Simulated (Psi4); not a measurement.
# [NO2]+ (SMILES O=[N+]=O): BHLYP/def2-TZVPPD

What is the vertical singlet–triplet gap of [NO2]+ at BHLYP/def2-TZVPPD? 

The results are computed with Psi4 1.11.

1 further run of the same task is left out (set aside as unsound or not needed).

## 1. The structure to begin with

[NO2]+ has 3 atoms, charge +1, and is taken as a singlet. SMILES: `O=[N+]=O`. Geometry: relaxed at PBE0-D4/def2-TZVP.

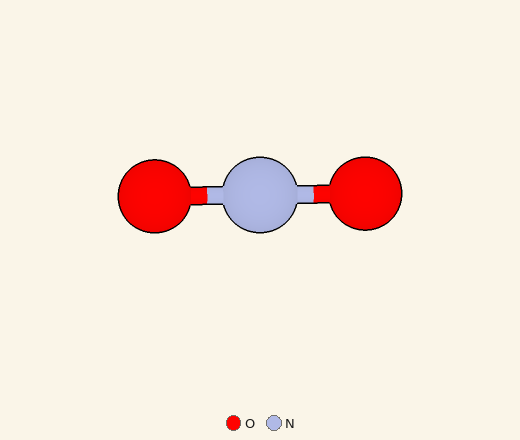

The structure, seen from a chosen angle (oxygen red, nitrogen light blue).

## 2. Energy and forces at BHLYP/def2-TZVPPD

The input, no2.json:

```json
{
 "schema_name": "qcschema_input",
 "schema_version": 1,
 "molecule": {
  "schema_name": "qcschema_molecule",
  "schema_version": 2,
  "symbols": ["O", "N", "O"],
  "geometry": [-1.08277527, 1.75181391, -0.3960488, -1.89e-05, -1.89e-05, 0.0, 1.08279417, -1.75179501, 0.3960488],
  "molecular_charge": 1,
  "molecular_multiplicity": 1,
  "fix_symmetry": "c1"
 },
 "driver": "gradient",
 "model": {
  "method": "bhhlyp",
  "basis": "def2-TZVPPD"
 },
 "keywords": {
  "puream": true,
  "e_convergence": 1e-09,
  "d_convergence": 1e-08,
  "scf_type": "pk",
  "dft_radial_points": 99,
  "dft_spherical_points": 590
 }
}
```

Run with:

```console
$ psi4 --qcschema no2.json -n 1 --memory 2200MB
```

stdout:

```text
[...]
  Running in c1 symmetry.
[...]
  Nuclear repulsion =   68.664162361828446
[...]
  Multiplicity = 1
[...]
  Nalpha       = 11
  Nbeta        = 11
[...]
    Number of basis functions: 117
[...]
   @RKS iter   1:  -204.59311622553537    4.55850e-01   4.39586e-03 DIIS/ADIIS
[...]
   @RKS iter   9:  -204.68752725822091   -8.29374e-10   9.57293e-09 DIIS
[...]
    Orbital Energies [Eh]
    ---------------------
    Doubly Occupied:
       1A    -20.217834     2A    -20.217811     3A    -15.502551
       4A     -1.882915     5A     -1.763543     6A     -1.116045
       7A     -1.081558     8A     -1.081558     9A     -1.044344
      10A     -0.834194    11A     -0.834194
[...]
  @RKS Final Energy:  -204.68752725822091
   => Energetics <=
    Nuclear Repulsion Energy =             68.6641623618284456
    One-Electron Energy =                -406.7549981916153570
    Two-Electron Energy =                 145.6170800938525076
    DFT Exchange-Correlation Energy =     -12.2137715222865300
    Empirical Dispersion Energy =           0.0000000000000000
    VV10 Nonlocal Energy =                  0.0000000000000000
    Total Energy =                       -204.6875272582209107
[...]
 Multipole Moments:
 ------------------------------------------------------------------------------------
     Multipole            Electronic (a.u.)      Nuclear  (a.u.)        Total (a.u.)
 ------------------------------------------------------------------------------------
 L = 1.  Multiply by 2.5417464519 to convert [e a0] to [Debye]
 Dipole X            :         -0.0000147            0.0000001           -0.0000146
 Dipole Y            :          0.0000007           -0.0000000            0.0000006
 Dipole Z            :         -0.0000211            0.0000000           -0.0000210
 Magnitude           :                                                    0.0000256
[...]
  -Total Gradient:
     Atom            X                  Y                   Z
    ------   -----------------  -----------------  -----------------
       1        0.000003374220    -0.000000150408     0.035188674305
       2       -0.000008057372     0.000000359165    -0.000019458085
       3        0.000004682999    -0.000000208749    -0.035169216302
[...]
```

The result, in JSON:

```text
{
 "driver": "gradient",
 "model": {
  "method": "bhhlyp",
  "basis": "def2-TZVPPD"
 },
 "success": true,
 "return_result": [3.374219672871137e-06, -1.504083802598175e-07, 0.035188674305226875, -8.057371625567742e-06, 3.591645526683404e-07, -1.9458085207866237e-05, 4.682998707325437e-06, -2.087493428937619e-07, -0.03516921630175984],
 "properties": {
  "calcinfo_nbasis": 117,
  "calcinfo_nmo": 117,
  "calcinfo_nalpha": 11,
  "calcinfo_nbeta": 11,
  "calcinfo_natom": 3,
  "nuclear_repulsion_energy": 68.66416236182845,
  "return_energy": -204.6875272582209,
  "return_gradient": [3.374219672871137e-06, -1.504083802598175e-07, 0.035188674305226875, -8.057371625567742e-06, 3.591645526683404e-07, -1.9458085207866237e-05, 4.682998707325437e-06, -2.087493428937619e-07, -0.03516921630175984],
  "scf_one_electron_energy": -406.75499819161536,
  "scf_two_electron_energy": 145.6170800938525,
  "scf_xc_energy": -12.21377152228653,
  "scf_dipole_moment": [-1.45753114142174e-05, 6.49707697374484e-07, -2.1040902038471643e-05],
  "scf_total_energy": -204.6875272582209,
  "scf_total_gradient": [3.374219672871137e-06, -1.504083802598175e-07, 0.035188674305226875, -8.057371625567742e-06, 3.591645526683404e-07, -1.9458085207866237e-05, 4.682998707325437e-06, -2.087493428937619e-07, -0.03516921630175984],
  "scf_iterations": 9
 }
}
```

It took 20 s on 1 thread of Intel Xeon Platinum 8488C (Sapphire Rapids), shared host; peak memory 0.7 GiB.

## 3. The triplet at the same level

The input, calc.in:

```
memory 2200 mb

molecule system {
  1 3
  O     -0.572980     0.927020    -0.209580
  N     -0.000010    -0.000010     0.000000
  O      0.572990    -0.927010     0.209580
  units angstrom
  symmetry c1
}

set {
  basis def2-TZVPPD
  reference uks
  puream true
  e_convergence 1e-09
  d_convergence 1e-08
  scf_type pk
  dft_radial_points 99
  dft_spherical_points 590
  maxiter 100
}

gradient('bhhlyp')
```

Run with:

```console
$ psi4 -i calc.in -o calc.out -n 1
```

calc.out:

```text
[...]
  Running in c1 symmetry.
[...]
  Nuclear repulsion =   68.664162171166481
[...]
  Multiplicity = 3
[...]
  Nalpha       = 12
  Nbeta        = 10
[...]
    Number of basis functions: 117
[...]
   @UKS iter   1:  -204.43296268761077    6.16003e-01   2.64456e-03 DIIS/ADIIS
[...]
   @UKS iter  14:  -204.48066466965324   -2.10804e-10   3.99261e-09 DIIS
[...]
   @S^2 Observed:                2.009158104E+00
[...]
    Orbital Energies [Eh]
    ---------------------
    Alpha Occupied:
       1A    -20.237743     2A    -20.237740     3A    -15.376015
       4A     -1.884830     5A     -1.776536     6A     -1.145080
       7A     -1.137987     8A     -1.063520     9A     -1.060956
      10A     -0.961940    11A     -0.859694    12A     -0.613653
    Alpha Virtual:
      13A     -0.330482    14A     -0.234602    15A     -0.113777
      16A     -0.111304    17A     -0.098515    18A     -0.071413
      19A     -0.059101    20A     -0.044021    21A     -0.041807
      22A      0.025485    23A      0.025780    24A      0.036435
      25A      0.097146    26A      0.174855    27A      0.185293
[...]
  @UKS Final Energy:  -204.48066466965324
   => Energetics <=
    Nuclear Repulsion Energy =             68.6641621711664811
    One-Electron Energy =                -406.8549981324323426
    Two-Electron Energy =                 145.9718464576495762
    DFT Exchange-Correlation Energy =     -12.2616751660369534
    Empirical Dispersion Energy =           0.0000000000000000
    VV10 Nonlocal Energy =                  0.0000000000000000
    Total Energy =                       -204.4806646696532368
[...]
 Multipole Moments:
 ------------------------------------------------------------------------------------
     Multipole            Electronic (a.u.)      Nuclear  (a.u.)        Total (a.u.)
 ------------------------------------------------------------------------------------
 L = 1.  Multiply by 2.5417464519 to convert [e a0] to [Debye]
 Dipole X            :          0.0000090            0.0000001            0.0000091
 Dipole Y            :          0.0000078           -0.0000000            0.0000078
 Dipole Z            :          0.0000074            0.0000000            0.0000075
 Magnitude           :                                                    0.0000141
[...]
  -Total Gradient:
     Atom            X                  Y                   Z
    ------   -----------------  -----------------  -----------------
       1       -0.000010282263    -0.000005027219    -0.184550858606
       2        0.000027431669     0.000009748463    -0.000014435375
       3       -0.000017149578    -0.000004721151     0.184565293903
[...]
```

Wall time 36 s (1 thread of Intel Xeon Platinum 8488C (Sapphire Rapids), shared host); peak memory 0.7 GiB.

## 4. What came out

At BHLYP/def2-TZVPPD:

| quantity | value |
| --- | --- |
| singlet: total energy | -204.68753 Eh |
| singlet: HOMO energy | -22.70 eV |
| singlet: LUMO energy | -9.52 eV |
| singlet: HOMO–LUMO gap | 13.18 eV |
| singlet: largest force on an atom | 1.809 eV/Å |
| triplet: total energy | -204.48066 Eh |
| triplet: HOMO energy (highest over α and β) | -16.70 eV |
| triplet: LUMO energy (lowest over α and β) | -14.92 eV |
| triplet: ⟨S²⟩ | 2.009 |
| triplet: largest force on an atom | 9.491 eV/Å |
| vertical energy of the triplet above the singlet | 5.629 eV |

**Reading.** At this shape the triplet lies 5.63 eV (543 kJ/mol) above the singlet. The largest force (singlet) is 1.81 eV/Å: the shape isn't a stationary point for this species at this level.
